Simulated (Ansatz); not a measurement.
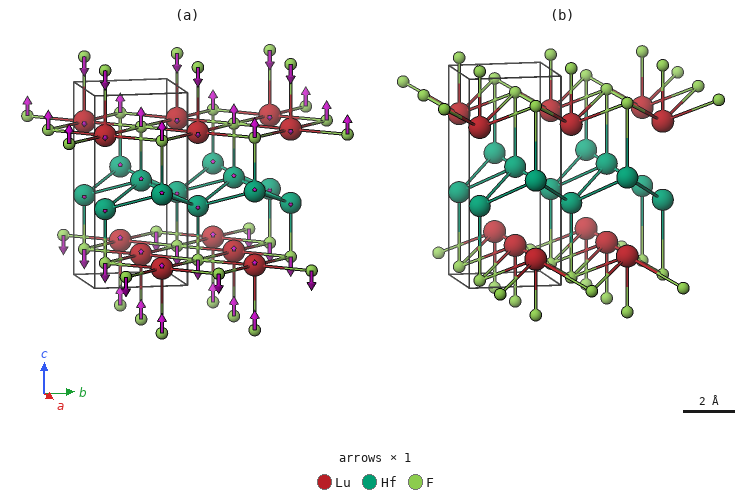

The structure of crystalline LuHfF (a generated structure, set up in P4/nmm) (coarse preliminary run) before (left) and after (right) a relaxation, at one scale. The purple arrows give the displacements (the part carried along by the change of the cell is left out), at their true length.

A ball-and-stick model of the cell of the calculation, repeated 2 × 2 × 1 with one cell outlined, seen slightly off an axis.

Level of theory: Ansatz, DFT PBE, scalar-relativistic, plane waves, PAW.

Input file:
```yaml
crystal:
  lattice:
    - [3.79220265, 0.0, 0.0]
    - [0.0, 3.79220265, 0.0]
    - [0.0, 0.0, 7.76646833]
  atoms:
    - { symbol: Lu, position: [0.5, 0.0, 0.83065999] }
    - { symbol: Lu, position: [0.0, 0.5, 0.16934001] }
    - { symbol: Hf, position: [0.5, 0.0, 0.44808] }
    - { symbol: Hf, position: [0.0, 0.5, 0.55192] }
    - { symbol: F, position: [0.5, 0.0, 0.1681] }
    - { symbol: F, position: [0.0, 0.5, 0.8319] }
basis:
  ecutwfc: 420
kpoints:
  mp_grid: { grid: [4, 4, 2] }
hamiltonian:
  xc: pbe
scf:
  occupations: { method: gaussian, width: 0.1 }
  lower_state_search: "off"
output:
  forces: true
  stress: true
  eigenvalues: true
relax:
  adjacent_minimum: "off"
  f_tol: 0.04
  max_steps: 70
  cell: { stress_tol: 0.4 }
```

Run as
```bash
ansatz run input.yaml --threads 1 --pin off --max-ram 2560MiB --backend cpu --events-out ev --progress --plain --runs-dir out
```

Question: What changed between the two?

Answer: The energy falls by 258 meV per atom in 9 accepted moves (12 points after the start). The largest force component goes from 2.1 to 0.017 eV/Å. Pressure: 5.73 GPa at the start and 0.03 GPa at the end. The line search rejected the trial step at point 6 of the run. The SCF was repeated twice at an unchanged geometry on a basis and grid sized afresh for the cell, which shifted the energy by 4.7 meV per atom at most. The largest moves relative to the cell, 0.83 Å, are those of F5 and F6. F6 goes along +c. Largest moves by element: F 0.83 Å, Lu 0.24 Å, Hf 0.18 Å. Cell: a = b 3.792 → 3.741 Å (−1.4 %), c 7.766 → 8.432 Å (+8.6 %). Volume +5.6 %. Some distances before and after: Hf3–F5 2.174 → 3.006 Å, Lu1–F5 2.621 → 2.256 Å, Lu1–Hf3 2.971 → 3.169 Å, Lu1–F6 2.682 → 2.856 Å. Bond angles that change, for instance: F5–Lu2–F5 179.6° → 135.7°, Lu2–F5–Lu2 179.6° → 135.7°, F5–Lu2–F6 89.8° → 67.9°. The space group stays P4/nmm (No. 129). Cost: 4.9 min on 1 thread of Intel(R) Xeon(R) Processor @ 2.50GHz (Skylake/Cascade Lake), on a shared host, peak memory 0.49 GiB.

Limits of the set-up: layers or molecules are held without a dispersion correction, so their spacing is unreliable.
